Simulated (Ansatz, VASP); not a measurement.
# CdSnSe2 in two plane-wave programs, part 2 of 2

One calculation is typed for both programs; each brings its own data sets. How far apart do they land? The cell is invented: As first built, before any earlier steps moved the atoms (in the runner's words): it takes the SnPbSe2 structure with some of its atoms replaced by other elements, volume scaled by an estimate. It may not be a known or stable phase. Of the first pair: The cell is a member of a volume series, scaled by 1.02 from a relaxed one, so a pressure remains. Valence electrons are named where the data sets of a main pair hold unlike numbers.

VASP 6.6.1 and Ansatz 0.2.0.

So far. Step 5 (Ansatz: single point, r2SCAN with D4, volume scaled by …): The run ends at a pressure of -2.97 GPa, with forces up to 0.069 eV/Å.

## 6. VASP: single point, r2SCAN with D4, volume scaled by 1.06

Level of this step: r2SCAN with D4; plane waves and PAW (Sn_d, Cd, Se); invented cell (VASP).

The same cell, functional, mesh and smearing now go to VASP, with its own data sets.

The input, INCAR:

```
SYSTEM = CdSnSe2
PREC = Accurate
ENCUT = 400
EDIFF = 1E-06
NELM = 100
ISMEAR = -1
SIGMA = 0.05
LREAL = .FALSE.
ALGO = Normal
METAGGA = R2SCAN
IVDW = 13
VDW_S6 = 1
VDW_S8 = 0.6018749
VDW_A1 = 0.51559235
VDW_A2 = 5.77342911
LASPH = .TRUE.
NBANDS = 25
LORBIT = 11
LWAVE = .FALSE.
LCHARG = .FALSE.
KPAR = 2
ISIF = 2
```

The input, POSCAR:

```
CdSnSe2
1.0
    2.1158267533      1.2215735239      6.7974061430
   -2.1158267533      1.2215735239      6.7974061430
    0.0000000000     -2.4431460699      6.7974061483
Sn Cd Se
1 1 2
Direct
    0.5000000000      0.5000000000      0.5000000000
    0.0000000000      0.0000000000      0.0000000000
    0.7444954559      0.7444954559      0.7444954559
    0.2555045441      0.2555045441      0.2555045441
```

The input, KPOINTS:

```
Automatic mesh
0
Gamma
6 6 6
0 0 0
```

PAW data sets: Sn_d, Cd and Se (PBE family, release 64).

On the command line:

```bash
$ mpirun -np 2 vasp_std
```

Numbers of over 12 decimals in the logs are rounded to 6 here.

Log:

```text
[banner, memory and clock lines left out]
running    2 mpi-ranks, on    1 nodes
[...]
[... a notice as in an earlier step ...]

 LDA part: xc-table for (None), standard interpolation
 POSCAR, INCAR and KPOINTS ok, starting setup
[...]
entering main loop
       N       E                     dE             d eps       ncg     rms          rms(c)
DAV:   1     0.225534933808E+03    0.22553E+03   -0.16320E+04  1640   0.149E+03
DAV:   2    -0.537339226616E+02   -0.27927E+03   -0.27158E+03  1700   0.397E+02
DAV:   3    -0.829884532794E+02   -0.29255E+02   -0.28579E+02  1999   0.124E+02
DAV:   4    -0.838411332266E+02   -0.85268E+00   -0.85131E+00  1797   0.223E+01
[...]
DAV:  12    -0.754861836569E+02   -0.32719E-04   -0.54354E-05  1873   0.634E-02    0.209E-02
DAV:  13    -0.754861870081E+02   -0.33512E-05   -0.13949E-05  1744   0.308E-02    0.480E-03
DAV:  14    -0.754861873029E+02   -0.29477E-06   -0.62646E-07  1143   0.747E-03
   1 F= -.76011301E+02 E0= -.76011008E+02  d E =-.587723E-03
```

From OUTCAR (step 6):

```text
  Edisp (eV):   -0.52511

  Total      -2.09226    -2.09226    -1.90164    -0.00000    -0.00000     0.00000
  in kB     -31.80040   -31.80040   -28.90319    -0.00000    -0.00000     0.00000
  external pressure =      -30.83 kB  Pullay stress =        0.00 kB

 POSITION                                       TOTAL-FORCE (eV/Angst)
 -----------------------------------------------------------------------------------
      0.00000      0.00000     10.19611         0.000000     -0.000000     -0.000000
      0.00000      0.00000      0.00000        -0.000000     -0.000000      0.000000
      0.00000      0.00000     15.18191        -0.000000     -0.000000     -0.054777
      0.00000      0.00000      5.21030        -0.000000      0.000000      0.054777
 -----------------------------------------------------------------------------------
    total drift:                                0.000000      0.000000     -0.000000

  FREE ENERGIE OF THE ION-ELECTRON SYSTEM (eV)
  ---------------------------------------------------
  free  energy   TOTEN  =       -76.0113014827 eV

  energy  without entropy=      -76.0107137600  energy(sigma->0) =      -76.01100762

[... 1 part as in an earlier step ...]

[... 2 further parts left out ...]
[key lines of the parts left out:]
E-fermi :   4.0447
```

The run ends at a pressure of -3.08 GPa, with forces up to 0.055 eV/Å.

## 7. Comparison

What differs besides the data sets and the points named for the pairs above, as far as they apply: the data sets hold 66 valence electrons in Ansatz (on its default PAW (the set named soft_2) files) and 38 in VASP. Total energies have different zeros and are not compared.

Compared:

```
              quantity  Ansatz   VASP  difference
        pressure (GPa)   -2.97  -3.08       +0.12
gap on the k mesh (eV)   0.286  0.279      +0.008
```

Forces (eV/Å; atoms numbered as in POSCAR):

| atom | Ansatz x, y, z | VASP x, y, z |
| --- | --- | --- |
| Sn1 | 0.000, 0.000, 0.000 | 0.000, 0.000, 0.000 |
| Cd2 | 0.000, 0.000, 0.000 | 0.000, 0.000, 0.000 |
| Se3 | 0.000, 0.000, -0.069 | 0.000, 0.000, -0.055 |
| Se4 | 0.000, 0.000, 0.069 | 0.000, 0.000, 0.055 |

The forces differ by 5.6 meV/Å r.m.s., which is 25.1 % of the r.m.s. force of 0.022 eV/Å (both taken over all components). A gap on the mesh is an upper bound, since the band edges may lie between its points. Ansatz's pressure holds a Pulay correction of 0.03 GPa; VASP's holds none.

## 8. Ansatz: band structure, r2SCAN

The same path points are solved in both programs, so levels can be compared one by one. The cell compared in this pair holds 99.45 Å³, against 105.41 Å³ for the pair before.

The cell is taken from a series of VASP runs on this material, whose earlier steps may have relaxed, scaled or displaced it; both programs get it as it stands.

The input, input.yaml:

```yaml
crystal:
  lattice:
    - [2.0751276433, 1.1980758745, 6.6666542373]
    - [-2.0751276433, 1.1980758745, 6.6666542373]
    - [0.0, -2.39615079, 6.6666542425]
  atoms:
    - { symbol: Sn, position: [0.5, 0.5, 0.5] }
    - { symbol: Cd, position: [0.0, 0.0, 0.0] }
    - { symbol: Se, position: [0.7444954559, 0.7444954559, 0.7444954559] }
    - { symbol: Se, position: [0.2555045441, 0.2555045441, 0.2555045441] }
hamiltonian:
  xc: r2scan
  pseudopotentials: { kind: paw }
kpoints:
  mp_grid: { grid: [6, 6, 6] }
  band_path:
    path:
      - [0.0, 0.0, 0.0]
      - [0.13333, 0.0, 0.0]
      - [0.3, 0.0, 0.0]
      - [0.46667, 0.0, 0.0]
      - [0.5, 0.0, 0.0]
      - [0.5, 0.03764, -0.03764]
      - [0.5, 0.10037, -0.10037]
      - [0.5, 0.1631, -0.1631]
      - [0.77023, 0.5, 0.22977]
      - [0.66629, 0.5, 0.33371]
      - [0.56236, 0.5, 0.43764]
      - [0.54157, 0.5, 0.45843]
      - [0.46667, 0.46667, 0.46667]
      - [0.3, 0.3, 0.3]
      - [0.13333, 0.13333, 0.13333]
      - [0.0, 0.0, 0.0]
      - [0.1147, 0.0, -0.1147]
      - [0.20646, 0.0, -0.20646]
      - [0.32116, 0.0, -0.32116]
      - [0.62472, 0.37528, 0.0]
      - [0.57275, 0.42725, 0.0]
      - [0.52079, 0.47921, 0.0]
      - [0.52079, 0.52079, 0.02509]
      - [0.57275, 0.57275, 0.08783]
      - [0.62472, 0.62472, 0.15056]
      - [0.64551, 0.64551, 0.20898]
      - [0.59354, 0.59354, 0.31292]
      - [0.54157, 0.54157, 0.41685]
      - [0.5, 0.0, 0.0]
      - [0.60393, 0.1147, 0.1147]
      - [0.70787, 0.2294, 0.2294]
      - [0.8118, 0.3441, 0.3441]
    npoints: 1
scf:
  occupations: { method: fermi_dirac, width: 0.05 }
  n_extra_bands: 8
output:
  forces: true
  stress: true
  eigenvalues: true
```

On the command line:

```bash
$ ansatz run input.yaml --threads 2 --pin off --max-ram 4608MiB --backend cpu --events-out ev --progress --plain --runs-dir out
```

Log:

```text
[...]
k-point 0: bands = [... 29 lower, 8.0893, 8.0893, 8.5386, 8.5386, 11.4600, 12.5836, 12.5836, 13.6577, ... 4 higher]
  k-point 1: bands = [... 29 lower, 7.9028, 8.0894, 8.1501, 9.6759, 11.3366, 12.7165, 13.1525, 14.5539, ... 4 higher]
  k-point 2: bands = [... 29 lower, 7.5378, 7.5856, 7.6813, 9.2719, 11.1346, 13.1645, 13.8562, 14.6536, ... 4 higher]
  k-point 31: bands = [... 29 lower, 8.2354, 8.3125, 8.3125, 10.2625, 10.8999, 13.1979, 13.1979, 14.2217, ... 4 higher]
[key lines of the parts left out:]
SCF converged after 7 iterations
Free energy (F): -25265.152549 eV
Fermi energy:    10.315272 eV
P = ⅓ Tr σ = 0.8852 GPa (8.852 kbar)
```

Run time: 12 s. Hardware: 2 threads of Arm Neoverse V2, shared host; peak memory 0.68 GiB; 23 s of CPU time.

## 9. VASP: band structure, r2SCAN

The same cell, functional, mesh and smearing now go to VASP, with its own data sets.

The input, INCAR:

```
SYSTEM = CdSnSe2
PREC = Accurate
ENCUT = 400
EDIFF = 1E-06
NELM = 100
ISMEAR = -1
SIGMA = 0.05
LREAL = .FALSE.
ALGO = Normal
METAGGA = R2SCAN
LASPH = .TRUE.
NBANDS = 33
LORBIT = 11
LWAVE = .FALSE.
LCHARG = .FALSE.
KPAR = 2
```

The input, POSCAR:

```
CdSnSe2
1.0
    2.0751276433      1.1980758745      6.6666542373
   -2.0751276433      1.1980758745      6.6666542373
    0.0000000000     -2.3961507900      6.6666542425
Sn Cd Se
1 1 2
Direct
    0.5000000000      0.5000000000      0.5000000000
    0.0000000000      0.0000000000      0.0000000000
    0.7444954559      0.7444954559      0.7444954559
    0.2555045441      0.2555045441      0.2555045441
```

KPOINTS is that of step 6.

The input, KPOINTS_OPT:

```
Line mode
16
Line-mode
Reciprocal
  0.00000000   0.00000000   0.00000000 GAMMA
  0.50000000   0.00000000   0.00000000 L

  0.50000000   0.00000000   0.00000000 L
  0.50000000   0.18819752  -0.18819752 B1

  0.81180248   0.50000000   0.18819752 B
  0.50000000   0.50000000   0.50000000 Z

  0.50000000   0.50000000   0.50000000 Z
  0.00000000   0.00000000   0.00000000 GAMMA

  0.00000000   0.00000000   0.00000000 GAMMA
  0.34409876   0.00000000  -0.34409876 X

  0.65590124   0.34409876   0.00000000 Q
  0.50000000   0.50000000   0.00000000 F

  0.50000000   0.50000000   0.00000000 F
  0.65590124   0.65590124   0.18819752 P1

  0.65590124   0.65590124   0.18819752 P1
  0.50000000   0.50000000   0.50000000 Z

  0.50000000   0.00000000   0.00000000 L
  0.81180248   0.34409876   0.34409876 P
```

On the command line:

```bash
$ mpirun -np 2 vasp_std
```

Log:

```text
[... set-up lines as in an earlier step ...]
 entering main loop
       N       E                     dE             d eps       ncg     rms          rms(c)
DAV:   1     0.233211757881E+03    0.23321E+03   -0.15662E+04  2292   0.114E+03
DAV:   2    -0.497918633280E+02   -0.28300E+03   -0.26722E+03  2155   0.356E+02
DAV:   3    -0.827202953017E+02   -0.32928E+02   -0.32399E+02  2474   0.105E+02
DAV:   4    -0.837603668331E+02   -0.10401E+01   -0.10387E+01  2501   0.192E+01
[...]
DAV:  12    -0.755130739468E+02   -0.14909E-04   -0.32488E-05  2601   0.427E-02    0.193E-02
DAV:  13    -0.755130758454E+02   -0.18986E-05   -0.74356E-06  2443   0.183E-02    0.314E-03
DAV:  14    -0.755130761466E+02   -0.30123E-06   -0.38326E-07  1418   0.512E-03
   1 F= -.75513076E+02 E0= -.75512364E+02  d E =-.142378E-02
 Start KPOINTS_OPT (optional k-point list driver)
k-point batch [1-32\144]
       N       E                     dE             ncg
DAV:   1     0.240270264568E+04   -0.22689E+05     2213
DAV:   2    -0.682275794544E+04   -0.92255E+04     2168
DAV:   3    -0.787748646407E+04   -0.10547E+04     2514
DAV:   4    -0.791171959679E+04   -0.34233E+02     2463
DAV:   5    -0.791237698376E+04   -0.65739E+00     2815
DAV:   6    -0.791239853790E+04   -0.21554E-01     2508
DAV:   7    -0.791240003579E+04   -0.14979E-02     3198
DAV:   8    -0.791240004280E+04   -0.70060E-05     2170
DAV:   9    -0.791240004303E+04   -0.23340E-06     1751
[...]
k-point batch [129-144\144]
       N       E                     dE             ncg
DAV:   1     0.106362134289E+05   -0.15008E+05     1114
DAV:   2     0.610299899625E+04   -0.45332E+04     1072
DAV:   3     0.559783178447E+04   -0.50517E+03     1275
DAV:   4     0.558218708778E+04   -0.15645E+02     1270
DAV:   5     0.558188622766E+04   -0.30086E+00     1392
DAV:   6     0.558187608063E+04   -0.10147E-01     1271
DAV:   7     0.558187535963E+04   -0.72100E-03     1632
DAV:   8     0.558187535502E+04   -0.46113E-05     1096
DAV:   9     0.558187535473E+04   -0.29055E-06      928
```

Parts of OUTCAR (step 9):

```text
  Total        0.4772868      0.4772869      0.5116889      0.0000000      0.0000000      0.0000000
  in kB        7.6895660      7.6895666      8.2438174      0.0000000      0.0000004      0.0000000
  external PRESSURE =       7.8743167 kB  Pullay stress =       0.0000000 kB

 POSITION                                       TOTAL-FORCE (eV/Angst)
 -----------------------------------------------------------------------------------
      0.00000      0.00000      9.99998         0.000000      0.000000      0.000000
      0.00000      0.00000      0.00000         0.000000      0.000000      0.000000
      0.00000      0.00000     14.88988         0.000000     -0.000000     -0.000467
      0.00000      0.00000      5.11008         0.000000      0.000000      0.000467
 -----------------------------------------------------------------------------------
    total drift:                                0.000000      0.000000     -0.000000

  FREE ENERGIE OF THE ION-ELECTRON SYSTEM (eV)
  ---------------------------------------------------
  free  energy   TOTEN  =       -75.5130761466 eV

  energy  without entropy=      -75.5116523643  energy(sigma->0) =      -75.51236426

[... 3 further parts left out ...]
[key lines of the parts left out:]
E-fermi :   4.6909
```

The run ends at a pressure of 0.79 GPa, with forces up to 4.7e-4 eV/Å.

## 10. Comparison

What differs besides the data sets and the points named for the pairs above, as far as they apply: the data sets hold 66 valence electrons in Ansatz (on its default PAW (the set named soft_2) files) and 38 in VASP. Total energies have different zeros and are not compared.

Compared:

```csv
quantity,Ansatz,VASP,difference
pressure (GPa),0.89,0.79,+0.10
gap over the path points (eV),0.060,0.052,+0.009
```

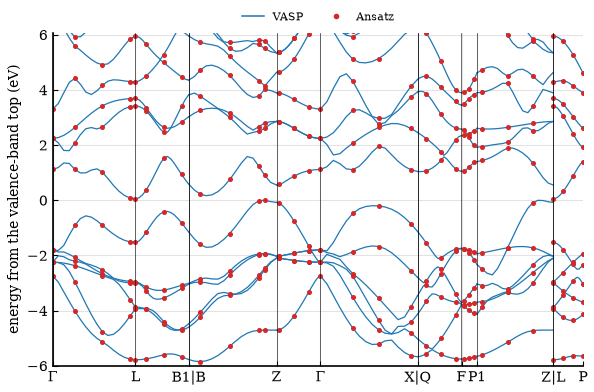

Bands from VASP (lines) and levels from Ansatz (dots). Dots without a line are higher empty bands that the VASP plot leaves out.

Levels at points of the path, from each program's valence-band top (eV; 4 filled, then empty):

```
k (reciprocal lattice)                                  Ansatz                                    VASP
     0.000 0.000 0.000  -2.25 -2.25 -1.80 -1.80 1.12 2.24 2.24  -2.25 -2.24 -1.80 -1.80 1.11 2.24 2.24
     0.133 0.000 0.000  -2.38 -2.21 -2.07 -0.92 1.13 2.08 2.64  -2.37 -2.21 -2.07 -0.91 1.12 2.08 2.64
     0.300 0.000 0.000  -2.73 -2.66 -2.53 -0.90 1.03 2.65 3.42  -2.73 -2.66 -2.52 -0.90 1.02 2.65 3.42
     0.467 0.000 0.000  -3.60 -3.00 -2.94 -1.51 0.09 3.40 3.69  -3.60 -3.00 -2.94 -1.51 0.08 3.39 3.68
     0.500 0.000 0.000  -3.87 -3.01 -2.95 -1.53 0.06 3.42 3.69  -3.87 -3.01 -2.95 -1.53 0.05 3.42 3.69
    0.500 0.038 -0.038  -3.93 -3.28 -3.14 -1.16 0.37 3.24 3.36  -3.93 -3.28 -3.14 -1.16 0.37 3.24 3.36
    0.500 0.100 -0.100  -4.39 -3.54 -3.25 -0.42 1.53 2.46 2.65  -4.39 -3.54 -3.25 -0.42 1.53 2.46 2.65
    0.500 0.163 -0.163  -4.66 -3.20 -3.09 -0.81 0.95 2.83 3.40  -4.66 -3.20 -3.08 -0.81 0.94 2.83 3.40
     0.770 0.500 0.230  -4.06 -2.97 -2.84 -1.60 0.23 3.26 3.77  -4.06 -2.97 -2.84 -1.61 0.22 3.26 3.77
     0.666 0.500 0.334  -3.38 -2.71 -2.57 -1.21 0.76 3.00 3.16  -3.38 -2.71 -2.57 -1.21 0.75 3.00 3.16
```

At this near-relaxed geometry the largest component of a force difference is 18 meV/Å. Among the levels compared at these points, filled levels agree within 8 meV and empty ones within 10 meV. Ansatz's pressure holds a Pulay correction of 0.03 GPa; VASP's holds none.

## 11. Results

```
difference in gap on the k mesh (single point, r2SCAN with D4, volume scaled by 1.02) : 0.0080 eV
r.m.s. force difference (single point, r2SCAN with D4, volume scaled by 1.02)         : 6.7 meV/Å
difference in gap on the k mesh (single point, r2SCAN with D4, volume scaled by 1.06) : 0.0076 eV
largest difference of a filled level at the path points (band structure, r2SCAN)      : 8 meV
r.m.s. force difference (band structure, r2SCAN)                                      : 7.4 meV/Å
```

What this shows: The r.m.s. force difference is 7.4 meV/Å (band structure, r2SCAN), within the 12 meV/Å picked in this series as the mark of a large difference. The data sets hold unlike numbers of valence electrons (66 in Ansatz and 38 in VASP), so part of the differences comes from the potentials. 2 further runs of this series are not shown here. Such differences can come from data sets, numerical settings and the points named under the comparisons, not from the functional's error against experiment.

[Lines on the potential files, build, host, timing and source positions are cut from VASP's logs without a mark.]

[Logs are printed without paths, hosts, clocks, repeated set-up lines and the standing remarks that a program may print on its own settings, such as how far it seeks lower states.]

[Hosts, paths, dates, database ids (printed as entryN), source tags and the programs' standing remarks are cut or masked in the printed files.]
